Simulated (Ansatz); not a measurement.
The figure comes from a scan of GaAs (zinc blende): one Ga atom of a 2-atom cell moves by u along (1.00, 0.00, 0.00) and v along (0.00, 0.00, 1.00). Calculation: PBEsol (plane waves to 420 eV, PAW, scalar-relativistic; Ansatz, a program for electronic structure). k mesh 8×8×8 (Γ-centred), Fermi-Dirac smearing 0.05 eV. The energy includes the smearing's −TS. As the smearing reaches across the gap at some points, energies and forces of such displacements shift with the k mesh and the smearing. GaAs was relaxed with its symmetry unable to fall. The zero of ΔE is the undisplaced structure. Axes are in Å.

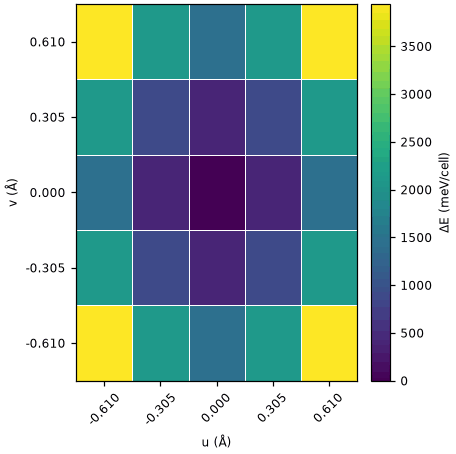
Figure. ΔE (meV/cell), one tile a computed point.

### Question
Read the plotted values off the figure, to the accuracy that the plot allows.

### Answer
To the nearest 500:

ΔE (meV/cell), with u across and v down:

```tsv
v \ u	-0.610	-0.305	0.000	0.305	0.610
-0.610	4000	2000	1500	2000	4000
-0.305	2000	1000	500	1000	2000
0.000	1500	500	0	500	1500
0.305	2000	1000	500	1000	2000
0.610	4000	2000	1500	2000	4000
```

(A displaced cell: forces are minus the slopes of the energy, force constants its curvatures, and phonons follow from these.)
